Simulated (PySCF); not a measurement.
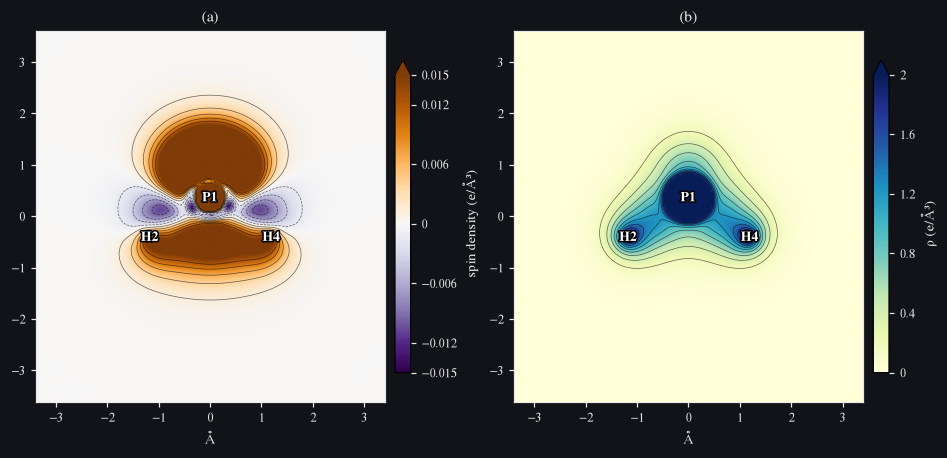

*PH$_{3}$ (SMILES [PH3+]) (charge +1, doublet). (a) spin density (α minus β); (b) total electron density on the plane of atoms H2, P1 and H4.*

Geometry: PBE0-D3(BJ)/def2-SVP.

The calculation used PySCF 2.14.0, density-fitted response routines, DFT single point, gas phase, functional wB97X.

Read the bonding off the picture.

Answer. The section cuts through P and H sites.
P–H (1.41 Å): ρ at the midpoint is about 1.2 e/Å³.
The unpaired spin (1 electron) lies mostly on P1 (about 0.9), in electrons by Hirshfeld's partition.
